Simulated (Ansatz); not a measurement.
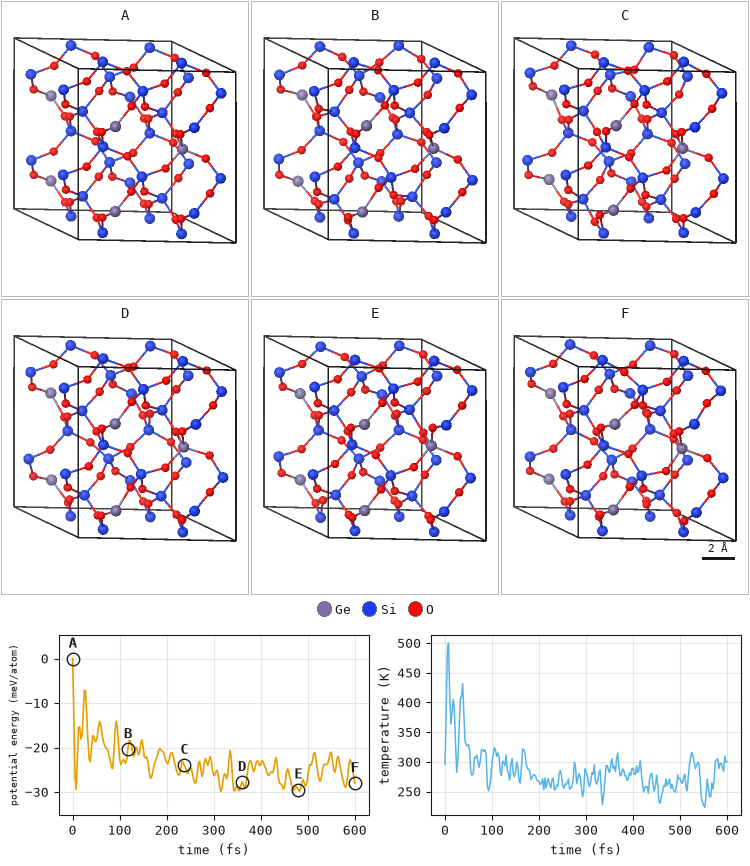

First-principles dynamics of a 72-atom cell of Ge$_{3}$Si$_{21}$O$_{48}$, 600 fs long. Frames (A at 0 fs, B at 118 fs, C at 238 fs, D at 360 fs, E at 480 fs, F at 600 fs) and the history of the run. Style: ball-and-stick. Shown: the simulation cell, slightly off an axis. Bonds to atoms that aren't drawn are left out.

Computed with Ansatz, DFT, PBEsol, PAW, plane waves. Run with plane-wave cutoff 420 eV; k-point mesh 1 × 1 × 1; Fermi-Dirac smearing 0.01 eV; Langevin thermostat (NVT); set temperature 300 K, then 300 K at the end of 120 steps, then 300 K at the end of 120 steps; time step 2.5 fs.

### What do the frames and curves show?

Root-mean-square distances from the starting positions over the second half, with the common drift of all atoms taken out: O 0.21 Å, Si 0.15 Å, Ge 0.12 Å. That is small against the typical shortest distance between atoms in the first frame, about 1.6 Å: the atoms vibrate about their sites and the arrangement holds. Over the second half the temperature averages 274 K (spread ±21 K). The potential energy in the second half lies on average 25.9 meV per atom below the first frame.

Limits of the set-up: the program's low-accuracy preset was used.
